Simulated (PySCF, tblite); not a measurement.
# C3H9FSSi: geometry, infrared bands and NMR shifts

What infrared bands and NMR shifts should C3H9FSSi (`CC[Si@@H](F)SC`) show?

Programs: tblite 0.8.0 and PySCF 2.14.0, with density-fitted response routines of our own. Each step states its level of theory. These are calculated values for one molecule in the gas phase, unless marked as measured. Atoms count from 0, in the outputs and in this text.

## 1. Starting geometry

15 atoms, charge 0, multiplicity 1; geometry from: force field or distance geometry start.

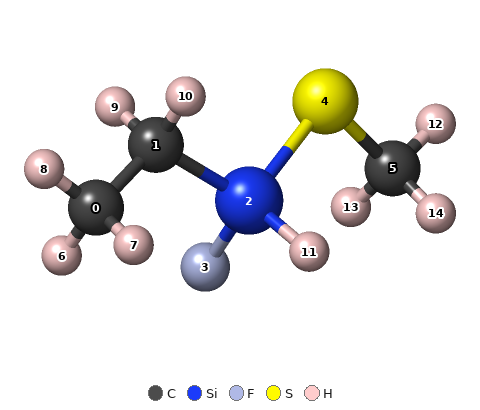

The starting geometry (carbon dark grey, silicon blue, fluorine light blue, sulfur yellow, hydrogen pink), atoms numbered.

## 2. Geometry optimisation with GFN2-xTB

Job settings and geometry (Å):

```
{"job": {"kind": "relax", "xc": "GFN2-xTB", "basis": "xTB"}, "charge": 0, "multiplicity": 1}
C     -2.697300     0.114200     0.369900
C     -1.360500     0.826900     0.334500
Si     0.139200    -0.294900     0.232900
F      0.050100    -1.120900    -1.143600
S      1.916700     0.891900     0.190300
C      3.173800    -0.308400    -0.294900
H     -2.865300    -0.471500    -0.541000
H     -2.783000    -0.550700     1.236000
H     -3.509200     0.849400     0.440600
H     -1.349800     1.515000    -0.500000
H     -1.272500     1.434600     1.246700
H      0.202800    -1.233300     1.377500
H      4.144500     0.194300    -0.334300
H      2.963000    -0.734600    -1.278000
H      3.243200    -1.104000     0.447300
```

Launch:

```
OMP_NUM_THREADS=1 python probes_run.py task.json out
```

One launch serves the whole session: the jobs run in the order shown.

**Question.** This job is followed by: GFN2-xTB harmonic vibrations, gas phase; GIAO PBE0/pcSseg-1 NMR shielding, non-relativistic, gas phase. Predict these results of the whole session: strongest single infrared mode (GFN2-xTB); zero-point energy (GFN2-xTB); 13C shifts against TMS (PBE0/pcSseg-1); 1H shifts against TMS (PBE0/pcSseg-1, means over atoms taken as alike); 29Si shifts against TMS (PBE0/pcSseg-1); 19F shifts against CFCl3 (PBE0/pcSseg-1); 33S shifts against CS2 (PBE0/pcSseg-1).

The runs gave:

| quantity | value |
| --- | --- |
| strongest single infrared mode (GFN2-xTB) | 669 cm⁻¹, 230 km/mol |
| zero-point energy (GFN2-xTB) | 72.1 kcal/mol |
| 13C shifts against TMS (PBE0/pcSseg-1) | 12.4, 11.9, 8.6 ppm |
| 1H shifts against TMS (PBE0/pcSseg-1, means over atoms taken as alike) | 5.52, 2.19, 1.23, 1.19, 0.71 ppm |
| 29Si shifts against TMS (PBE0/pcSseg-1) | 28.9 ppm |
| 19F shifts against CFCl3 (PBE0/pcSseg-1) | -194.2 ppm |
| 33S shifts against CS2 (PBE0/pcSseg-1) | -150 ppm |

What this shows: Relaxing lowered the energy by 0.074 eV in 49 steps; the close pair that moved most is Si2–H11, from 1.481 to 1.454 Å. All 39 modes are real, so the xTB geometry is a minimum. The strongest single mode, at 669 cm⁻¹, moves mainly H11. Unscaled tight-binding wavenumbers are off by several per cent, some by more. Its intensities can rank the bands wrongly. At PBE0/pcSseg-1: The widest tensor belongs to S4: span 216 ppm, with a paramagnetic part of -407 ppm.
